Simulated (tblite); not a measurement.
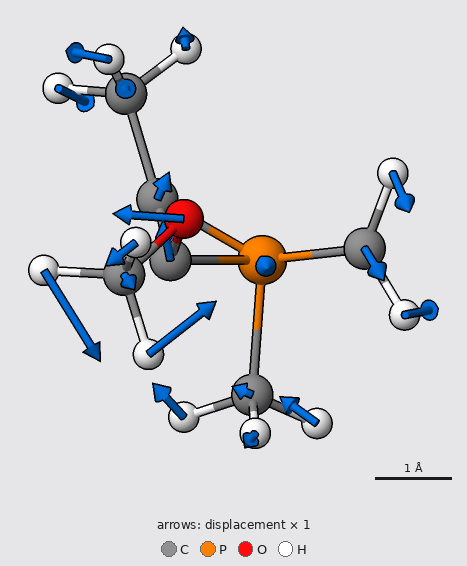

This is a relaxation of C$_{6}$H$_{11}$OP. The starting structure is drawn; blue arrows show the displacements, at their true length. The two geometries are superimposed by the best rigid fit.

The picture is a ball-and-stick view, seen from a free direction.

The calculation used GFN2-xTB geometry optimisation, gas phase in tblite. 

> Which element moves most?

Hydrogen: up to 1.44 Å, against 0.97 Å for oxygen.

> Describe the change and its energy.

The energy falls by 304.6 kJ/mol in 150 geometry steps. An H atom moves most after the best rigid fit: 1.44 Å. By element the largest moves are H 1.44 Å, O 0.97 Å, P 0.80 Å, C 0.65 Å. Among the contacts that change: C–P 1.659 → 1.847 Å, C–P 1.893 → 1.794 Å, C–O 1.378 → 1.333 Å, C–C 1.310 → 1.351 Å. Among the angles between lasting bonds that change: C–P–C 91.1° → 121.6°, C–P–C 116.4° → 139.4°, P–C–O 128.1° → 149.3°.
